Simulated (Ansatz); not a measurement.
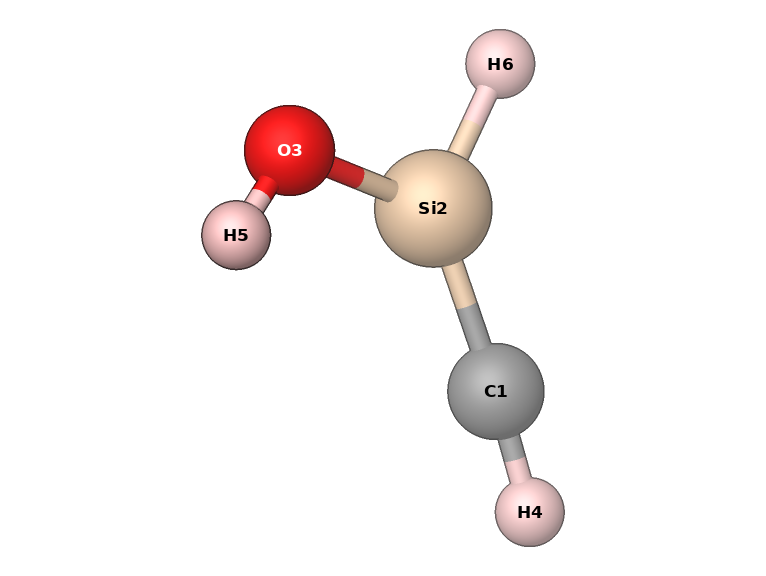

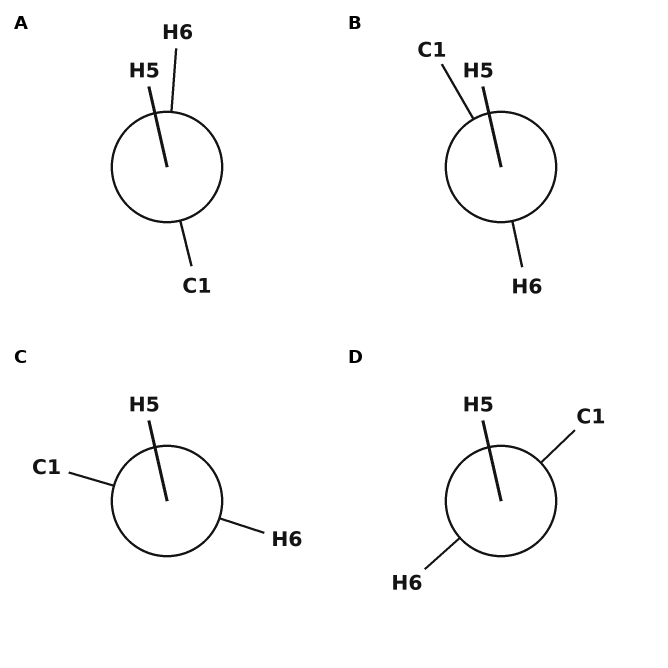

Atoms fade into the background with distance from the viewer. Bonds that would overlap in a projection are set slightly apart. The species is neutral and a spin doublet. The computed structure is the end point of a PBE-D4/def2-SVP optimisation. No frequency run is at hand to confirm it as a minimum.

**Which Newman projection shows the view along O3–Si2, with O3 in front?**

B. The torsion angle H5–O3–Si2–C1 is −1°, synperiplanar (eclipsed).
